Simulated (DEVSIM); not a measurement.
System: Schottky contact on n-type Si, at 300 K.

```
layer (left to right)  material  thickness (μm)  Nd (cm⁻³)  τn (s)  τp (s)
---------------------  --------  --------------  ---------  ------  ------
1                            Si            1.50     7.3e17  4.9e-7  4.9e-7
```

Left contact: Schottky, work function 4.93 eV, emission velocity 9.7e6 cm/s. Right contact: ohmic. Voltage is applied to the left contact. Recombination: SRH at mid-gap, Auger. Mobility is μmin + (μ − μmin)/(1 + (N/Nref)^α).

The device is made up for the run: typed textbook-type constants, with dimensions and the other settings drawn at random. Values at 300 K.

```
parameter           Si
-------------  -------
gap (eV)         1.124
affinity (eV)     4.05
permittivity      11.7
Nc (cm⁻³)      2.86e19
Nv (cm⁻³)       3.1e19
μn (cm²/Vs)       1417
μp (cm²/Vs)        470
μn,min              52
μp,min              45
Nref,n          9.7e16
Nref,p          2.2e17
αn                0.68
αp                0.72
Cn (cm⁶/s)     2.8e-31
Cp (cm⁶/s)     9.9e-32
```

Simulated with DEVSIM: 1D drift-diffusion, Boltzmann statistics, complete ionisation; no tunnelling, impact ionisation, image-force lowering or self-heating. Metal contacts follow the ideal Schottky-Mott rule: no Fermi-level pinning, no interface dipoles.

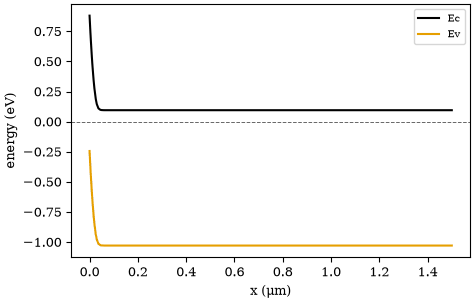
Fig. 1. Band edges at zero bias

Energies count from the Fermi level of the right contact; mesh points crowd at the junctions.

```csv
x (μm),Ec (eV),Ev (eV),n (cm⁻³),p (cm⁻³),field (V/cm)
0.000,0.880,-0.244,47000,2.5e15,-410000
0.009223,0.546,-0.578,1.9e10,6.1e9,-310000
0.02006,0.276,-0.848,6.5e14,180000,-190000
0.03674,0.110,-1.014,4.1e17,290,-30000
0.06656,0.095,-1.029,7.3e17,160,-80
0.1005,0.095,-1.029,7.3e17,160,≈ 0
0.1404,0.095,-1.029,7.3e17,160,≈ 0
0.2303,0.095,-1.029,7.3e17,160,≈ 0
0.3115,0.095,-1.029,7.3e17,160,≈ 0
0.4365,0.095,-1.029,7.3e17,160,≈ 0
0.6078,0.095,-1.029,7.3e17,160,≈ 0
0.8632,0.095,-1.029,7.3e17,160,≈ 0
1.023,0.095,-1.029,7.3e17,160,≈ 0
1.159,0.095,-1.029,7.3e17,160,≈ 0
1.278,0.095,-1.029,7.3e17,160,≈ 0
1.345,0.095,-1.029,7.3e17,160,≈ 0
1.394,0.095,-1.029,7.3e17,160,≈ 0
1.425,0.095,-1.029,7.3e17,160,≈ 0
1.458,0.095,-1.029,7.3e17,160,≈ 0
1.476,0.095,-1.029,7.3e17,160,≈ 0
1.489,0.095,-1.029,7.3e17,160,≈ 0
1.500,0.095,-1.029,7.3e17,160,≈ 0
```
